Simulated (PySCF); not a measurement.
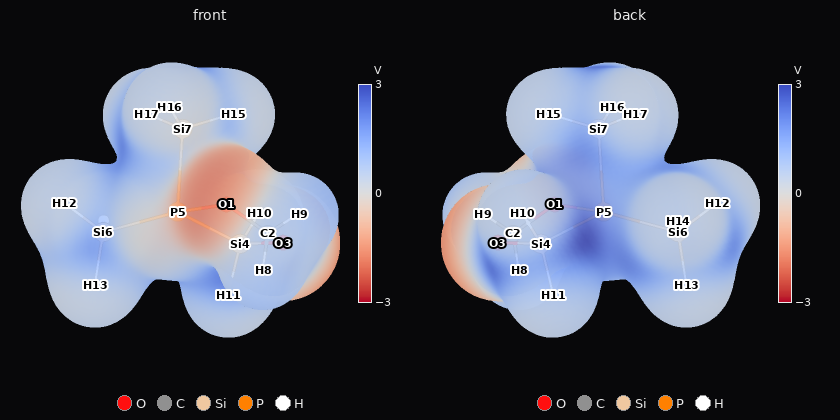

The picture shows: CH₁₀O₂PSi₃ (doublet). The molecular electrostatic potential painted on the density surface at 0.004 e/bohr³, seen from the front and from behind; the colour scale runs from red (negative) to blue (positive).

Geometry: GFN2-xTB.

Method: UKS B3LYP, pcH-1 on C H O P Si, non-relativistic, mean-field spin-orbit, GIAO (PySCF).

```xyz
17

O     1.3735    0.8456    0.8662
C     2.5140    0.2511    0.4396
O     2.3512   -0.4590   -0.7634
Si    0.8895   -1.0932   -1.0627
P    -0.2519   -0.0306    0.5567
Si   -2.3008   -1.2672    0.7805
Si   -0.9070    1.9338   -0.2827
H     2.9211   -0.4497    1.1904
H     3.2629    1.0352    0.2470
H     0.5770   -0.7182   -2.4352
H     0.8766   -2.5317   -0.7957
H    -3.1303   -0.4224    1.6349
H    -1.9602   -2.5163    1.4551
H    -3.0180   -1.5682   -0.4596
H    -0.0857    2.2963   -1.4385
H    -0.8165    2.9432    0.7693
H    -2.3025    1.7634   -0.7120
```

Question: Which sites attract a positive test charge, and which a negative one?

Answer: A positive charge is drawn to the negative regions and a negative charge to the positive ones. The most negative region (about −1.6 V, or −37 kcal/mol for a unit charge) lies over O1, the most positive (about +2.7 V, or +62 kcal/mol for a unit charge) over Si4. O1 is the likeliest acceptor of a hydrogen bond.
